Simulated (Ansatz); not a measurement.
A computed series for C: response to strain

Consider C in the diamond structure (space group Fd-3m, No. 227; a = 3.532 Å). Axes: x, y, z lie along the cube axes.

Strains are applied to the cell and any free atomic positions relax; under biaxial strain the out-of-plane vector relaxes too.

Calculations: Kohn–Sham DFT with the LDA functional, run in Ansatz (an electronic-structure program) with PAW and 420 eV plane waves, no SOC.

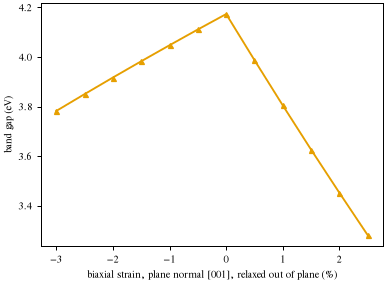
Band gap against biaxial strain, plane normal [001], relaxed out of plane

```json
[
 {"biaxial strain, plane normal [001], relaxed out of plane (%)": "-3", "band gap": "3.78 eV"},
 {"biaxial strain, plane normal [001], relaxed out of plane (%)": "-2.5", "band gap": "3.85 eV"},
 {"biaxial strain, plane normal [001], relaxed out of plane (%)": "-2", "band gap": "3.92 eV"},
 {"biaxial strain, plane normal [001], relaxed out of plane (%)": "-1.5", "band gap": "3.98 eV"},
 {"biaxial strain, plane normal [001], relaxed out of plane (%)": "-1", "band gap": "4.05 eV"},
 {"biaxial strain, plane normal [001], relaxed out of plane (%)": "-0.5", "band gap": "4.11 eV"},
 {"biaxial strain, plane normal [001], relaxed out of plane (%)": "0.5", "band gap": "3.99 eV"},
 {"biaxial strain, plane normal [001], relaxed out of plane (%)": "1", "band gap": "3.80 eV"},
 {"biaxial strain, plane normal [001], relaxed out of plane (%)": "1.5", "band gap": "3.63 eV"},
 {"biaxial strain, plane normal [001], relaxed out of plane (%)": "2", "band gap": "3.45 eV"},
 {"biaxial strain, plane normal [001], relaxed out of plane (%)": "2.5", "band gap": "3.28 eV"}
]
```

Stability against distortions was not tested.
